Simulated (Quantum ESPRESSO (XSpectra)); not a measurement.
The core hole at the Ge K edge of GeF₂ (P2₁2₁2₁)

```
F2Ge
1.0
    4.69160     0.00000     0.00000
    0.00000     5.00209     0.00000
    0.00000     0.00000     8.07018
Ge F
4 8
Cartesian
  1.21053   4.94176   5.03700
  1.13527   0.06033   1.00191
  3.55633   2.56137   3.03318
  3.48107   2.44072   7.06827
  1.87542   3.73666   6.30991
  0.47038   1.26543   2.27482
  4.22122   3.76647   1.76027
  2.81618   1.23562   5.79536
  4.52646   0.58379   7.84204
  2.51094   4.41830   3.80695
  2.18066   1.91725   0.22814
  0.16514   3.08484   4.26323
```

Geometry: Materials Project entry mp-7595 (a computed structure). The cell is the entry's, not relaxed again.

Absorber: atom 1, Ge on Wyckoff site a (site symmetry 1), with 1 F at 1.86 Å, 1 F at 1.87 Å, 1 F at 2.20 Å, 1 F at 2.27 Å.

Model: LDA, no, half or full core hole, dipole K-edge X-ray absorption, plane waves, Troullier-Martins potentials made with ld1.x, scalar-relativistic, no spin, constant broadening; program: Quantum ESPRESSO (XSpectra).

Full-hole run: 48-atom cell (absorber images 8.1 Å apart), 75 Ry, k meshes 2×2×2 (SCF) and 2×2×2 (spectrum), Lorentzian half width 1.5 eV. The ground-state test found a gap, so occupations are fixed and the excited electron is left out (charged cell on a uniform background); energies count from the highest occupied level. Field directions run: x; y; z, weighted by the site's symmetry in the crystal. Intensities are scaled to a mean of 1 over 0–35 eV.

The half-hole run shares these settings; the run without a hole takes the primitive cell with a 4×3×2 mesh.

```csv
core hole,mean 0–10 eV,mean 10–20 eV,mean 20–30 eV,highest value below 30 eV
none (primitive cell),1.33,1.06,0.75,2.3
half,1.56,0.92,0.69,2.9
full,1.68,0.84,0.67,3.6
```

From no hole to a full hole the mean over the first 10 eV goes from 1.33 through 1.56 to 1.68: the hole pulls absorption towards the edge. The cell size was not varied. Each run counts from its own energy zero.

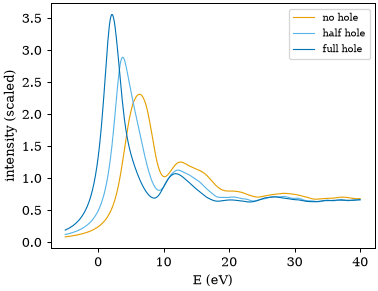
Figure: The three spectra
